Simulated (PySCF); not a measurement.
# Geometry relaxation of WN₂H₄O₂

- system: WN₂H₄O₂ (W(NH)2(OH)2), SMILES [NH]=[W](=[NH])([OH])[OH]
- method: PBE0-D3(BJ)/def2-SVP geometry optimisation, gas phase (PySCF 2.14.0)

It belongs to a series of runs on one base structure; here: ligand (both): Cl to OH.

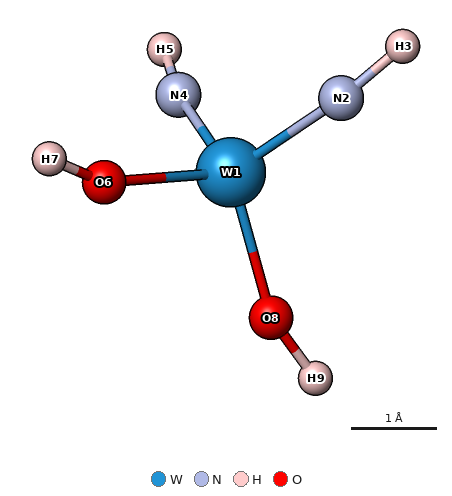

Fig. 1: The starting structure (ball-and-stick view, seen at a tilt; atoms are numbered from 1 in the order of the input). Sticks mark near contacts.

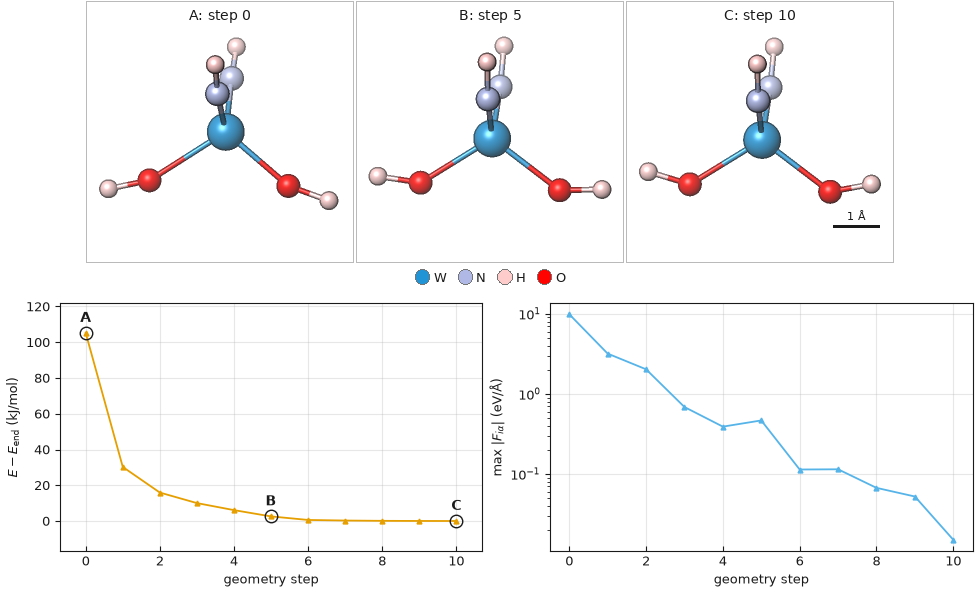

Fig. 2: Frames of the relaxation (ball-and-stick view, seen at a tilt) above the curves, on which the letters mark them (steps are counted from 0).

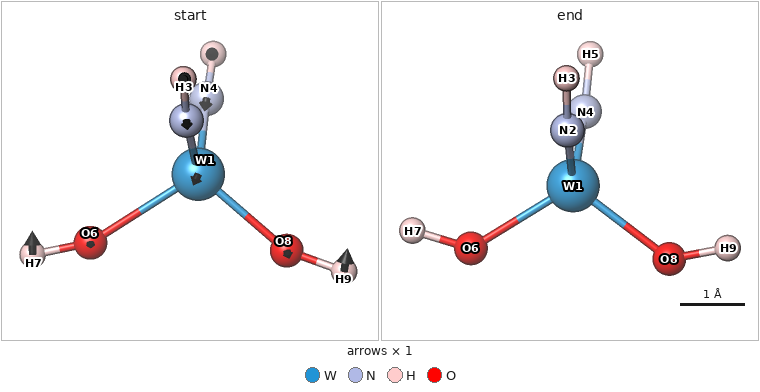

Fig. 3: Before (left) and after (right) the relaxation, at one scale (ball-and-stick view, seen at a tilt). The black arrows give the displacements, at true length. The largest moves after the best rigid fit, 0.38 Å, are those of H7 and H9. By element the largest moves are H 0.38 Å, N 0.22 Å, W 0.20 Å, O 0.14 Å. Distances before and after: W1–O6 2.019 → 1.897 Å, N4–H5 0.916 → 1.013 Å, W1–N4 1.845 → 1.748 Å, W1–O8 1.834 → 1.897 Å. Among the angles that change: W1–O6–H7 159.2° → 131.2°, W1–O8–H9 158.1° → 130.8°, W1–N2–H3 167.4° → 156.4°. Over 10 geometry steps the energy falls by 105.2 kJ/mol. Largest force component: 9.9 eV/Å at the start, 0.015 eV/Å at the end. (Atoms are counted from 1 in the order of the input.)

The input and output of the run follow.

Input
```
{"job": {"xc": "PBE0", "basis": "def2-SVP", "d3": "d3bj", "grid": 1, "maxiter": 30, "shake": 0.03, "kind": "geom"}, "charge": 0, "multiplicity": 1}
W      0.002300    -0.087080    -0.027210
N     -0.002330     0.094320     1.738580
H      0.210870     0.191590     2.702830
N      1.683660     0.190780    -0.734860
H      2.571200     0.301060    -0.932850
O     -1.217680     1.359790    -0.729080
H     -1.558350     2.210920    -0.881010
O     -0.716500    -1.687940    -0.559880
H     -0.840420    -2.642880    -0.602180
```

The first line tells a small driver script what to run in PySCF; the rest is the geometry in Å.

Command:
```bash
OMP_NUM_THREADS=1 python <driver script> task.json out
```

Output
```
step   0  E = -329.03553260  max force = 0.192276
step   1  E = -329.06407234  max force = 0.061998
step   2  E = -329.06952761  max force = 0.039488
step   3  E = -329.07177114  max force = 0.013348
step   4  E = -329.07326900  max force = 0.007594
step   5  E = -329.07461004  max force = 0.009075
step   6  E = -329.07536494  max force = 0.002216
step   7  E = -329.07548882  max force = 0.002229
step   8  E = -329.07555309  max force = 0.001306
step   9  E = -329.07557848  max force = 0.001018
step  10  E = -329.07558805  max force = 0.000293
optimisation converged
```

Trajectory as extended XYZ (Å, eV, eV/Å), 11 frames, from step=0 to step=10
```
9
Properties=species:S:1:pos:R:3:forces:R:3 step=0 energy=-8953.51289
W     0.0023   -0.0871   -0.0272    1.9781   5.2889  -0.8659
N    -0.0023    0.0943    1.7386   -0.2681  -0.7909  -2.5930
H     0.2109    0.1916    2.7028    0.3851   0.1710   0.9517
N     1.6837    0.1908   -0.7349   -9.8873  -1.7793   2.7389
H     2.5712    0.3011   -0.9328    6.0726   0.8141  -1.0946
O    -1.2177    1.3598   -0.7291    2.2181  -4.3177   1.0502
H    -1.5583    2.2109   -0.8810   -0.2438   1.6101  -0.0192
O    -0.7165   -1.6879   -0.5599   -0.3977  -1.3329  -0.2801
H    -0.8404   -2.6429   -0.6022    0.1429   0.3368   0.1121
9
Properties=species:S:1:pos:R:3:forces:R:3 step=1 energy=-8954.28950
W    -0.0323   -0.0092   -0.0619   -2.7370  -1.2763   0.3319
N    -0.0010    0.1015    1.6576   -0.0265   0.0388   1.8130
H     0.2652    0.1753    2.6308    0.1681   0.0614  -0.0365
N     1.5243    0.1960   -0.6908    3.1881   0.3446  -1.4430
H     2.5106    0.2989   -0.8556    0.3255   0.0972   0.0771
O    -1.1562    1.2893   -0.7179   -0.9044   0.8453  -0.6602
H    -1.4654    2.1813   -0.8475    0.0934   0.2054   0.0753
O    -0.7170   -1.6740   -0.5673   -0.2891  -0.4587  -0.2981
H    -0.7955   -2.6286   -0.5731    0.1821   0.1423   0.1405
9
Properties=species:S:1:pos:R:3:forces:R:3 step=2 energy=-8954.43794
W    -0.0857   -0.0108   -0.0743    2.0305  -0.4149   0.3636
N    -0.0170    0.0867    1.6817   -0.3182  -0.0397  -0.5402
H     0.3054    0.1644    2.6410    0.0909   0.0263  -0.1657
N     1.5657    0.1906   -0.7127   -1.1736  -0.1587   0.1860
H     2.5758    0.3008   -0.8337   -0.4979  -0.0229   0.2365
O    -1.2055    1.3246   -0.7468   -0.3597   0.1995  -0.2403
H    -1.4708    2.2394   -0.8545    0.1833  -0.0532   0.1249
O    -0.7502   -1.7057   -0.5761   -0.1362   0.5271  -0.1279
H    -0.7849   -2.6594   -0.5504    0.1808  -0.0635   0.1631
9
Properties=species:S:1:pos:R:3:forces:R:3 step=3 energy=-8954.49899
W    -0.0816   -0.0289   -0.0775    0.0322   0.6864   0.0032
N    -0.0249    0.0776    1.6694   -0.1453  -0.0755  -0.1169
H     0.3188    0.1683    2.6176    0.0979   0.0282  -0.0354
N     1.5375    0.1754   -0.7157   -0.0812  -0.0863  -0.0830
H     2.5418    0.2974   -0.8070   -0.1538   0.0044   0.1237
O    -1.2099    1.3417   -0.7582    0.1289  -0.5612   0.0366
H    -1.4410    2.2664   -0.8432    0.1955   0.0246   0.1385
O    -0.7508   -1.7068   -0.5817   -0.2257   0.0338  -0.2042
H    -0.7571   -2.6606   -0.5294    0.1513  -0.0544   0.1374
9
Properties=species:S:1:pos:R:3:forces:R:3 step=4 energy=-8954.53975
W    -0.1036   -0.0309   -0.0938   -0.2341   0.1518   0.1477
N    -0.0470    0.0751    1.6475   -0.0386  -0.0110   0.2228
H     0.3402    0.1780    2.5763    0.0654   0.0192   0.0517
N     1.5046    0.1650   -0.7267    0.3905   0.0112  -0.2055
H     2.5050    0.2955   -0.7668    0.1407   0.0270   0.0238
O    -1.2054    1.3349   -0.7654   -0.2632  -0.0443  -0.1964
H    -1.3686    2.2756   -0.8048    0.1208   0.1151   0.0937
O    -0.7714   -1.7064   -0.5972   -0.3055  -0.2642  -0.2520
H    -0.7211   -2.6562   -0.4946    0.1241  -0.0048   0.1143
9
Properties=species:S:1:pos:R:3:forces:R:3 step=5 energy=-8954.57624
W    -0.1334   -0.0350   -0.1155   -0.4214  -0.1918   0.1185
N    -0.0722    0.0695    1.6268    0.0636   0.0381   0.1813
H     0.3700    0.1862    2.5304   -0.0035  -0.0027   0.0548
N     1.4776    0.1477   -0.7410    0.4667   0.0614  -0.1279
H     2.4774    0.2870   -0.7175    0.1659   0.0121  -0.0449
O    -1.2192    1.3478   -0.7873   -0.2475   0.0626  -0.1752
H    -1.2820    2.3024   -0.7591    0.0753   0.0915   0.0600
O    -0.8094   -1.7216   -0.6206   -0.1859  -0.0851  -0.1522
H    -0.6759   -2.6535   -0.4419    0.0868   0.0140   0.0856
9
Properties=species:S:1:pos:R:3:forces:R:3 step=6 energy=-8954.59678
W    -0.1679   -0.0434   -0.1396    0.0195  -0.0404  -0.1106
N    -0.1007    0.0648    1.6035    0.1093   0.0430   0.1139
H     0.3850    0.1932    2.4849   -0.0706  -0.0222   0.0306
N     1.4598    0.1255   -0.7569    0.0181   0.0226   0.0972
H     2.4599    0.2691   -0.6844    0.0413  -0.0178  -0.0787
O    -1.2388    1.3640   -0.8151   -0.0728   0.0641  -0.0428
H    -1.1803    2.3159   -0.7051   -0.0007   0.0317   0.0027
O    -0.8584   -1.7339   -0.6430   -0.0460  -0.0628  -0.0317
H    -0.6259   -2.6246   -0.3701    0.0017  -0.0181   0.0193
9
Properties=species:S:1:pos:R:3:forces:R:3 step=7 energy=-8954.60016
W    -0.1617   -0.0402   -0.1383   -0.0039  -0.0559   0.0951
N    -0.0963    0.0680    1.6089    0.0438   0.0211  -0.1146
H     0.3678    0.1897    2.5026   -0.0355  -0.0145   0.0063
N     1.4660    0.1251   -0.7570    0.0042   0.0193   0.0642
H     2.4693    0.2613   -0.7091   -0.0045  -0.0182  -0.0500
O    -1.2366    1.3675   -0.8152   -0.0127  -0.0008  -0.0151
H    -1.1877    2.3210   -0.7114    0.0095   0.0033   0.0071
O    -0.8559   -1.7340   -0.6382   -0.0081   0.0336  -0.0141
H    -0.6320   -2.6280   -0.3678    0.0072   0.0120   0.0212
9
Properties=species:S:1:pos:R:3:forces:R:3 step=8 energy=-8954.60190
W    -0.1579   -0.0383   -0.1361    0.0461  -0.0094  -0.0645
N    -0.0958    0.0719    1.6084    0.0140   0.0143   0.0095
H     0.3476    0.1873    2.5129   -0.0064  -0.0054  -0.0006
N     1.4707    0.1209   -0.7581   -0.0672   0.0005   0.0477
H     2.4763    0.2475   -0.7379   -0.0221  -0.0129  -0.0129
O    -1.2321    1.3708   -0.8162    0.0208  -0.0271   0.0045
H    -1.1816    2.3245   -0.7125    0.0088  -0.0107   0.0063
O    -0.8584   -1.7309   -0.6320    0.0053   0.0367  -0.0069
H    -0.6361   -2.6232   -0.3542    0.0006   0.0139   0.0169
9
Properties=species:S:1:pos:R:3:forces:R:3 step=9 energy=-8954.60260
W    -0.1579   -0.0377   -0.1379    0.0038   0.0281   0.0524
N    -0.0963    0.0761    1.6077   -0.0181  -0.0015  -0.0508
H     0.3381    0.1883    2.5168    0.0138   0.0004  -0.0058
N     1.4693    0.1134   -0.7605   -0.0090  -0.0036  -0.0028
H     2.4757    0.2320   -0.7540   -0.0097  -0.0072   0.0005
O    -1.2268    1.3738   -0.8208    0.0235  -0.0116   0.0057
H    -1.1645    2.3262   -0.7110   -0.0013  -0.0037  -0.0010
O    -0.8657   -1.7275   -0.6292    0.0086   0.0002  -0.0063
H    -0.6391   -2.6141   -0.3368   -0.0117  -0.0011   0.0082
9
Properties=species:S:1:pos:R:3:forces:R:3 step=10 energy=-8954.60286
W    -0.1582   -0.0368   -0.1376   -0.0104   0.0031   0.0030
N    -0.0959    0.0791    1.6068   -0.0151   0.0028   0.0062
H     0.3394    0.1908    2.5155    0.0150   0.0015  -0.0033
N     1.4687    0.1079   -0.7612    0.0052  -0.0037  -0.0113
H     2.4754    0.2217   -0.7586    0.0014  -0.0045   0.0026
O    -1.2222    1.3762   -0.8231    0.0123   0.0030   0.0018
H    -1.1564    2.3282   -0.7129   -0.0038   0.0021  -0.0023
O    -0.8709   -1.7255   -0.6264    0.0097  -0.0041  -0.0033
H    -0.6472   -2.6110   -0.3282   -0.0143  -0.0003   0.0066
```

Results in brief

| quantity | value |
| --- | --- |
| outcome | converged |
| total energy | −329.075588 hartree |
| dipole moment | 2.10 D |
| point group | Cs |
| hardware | 1 CPU thread, shared host |
| wall time | 72 s |
| peak memory | 0.42 GiB |
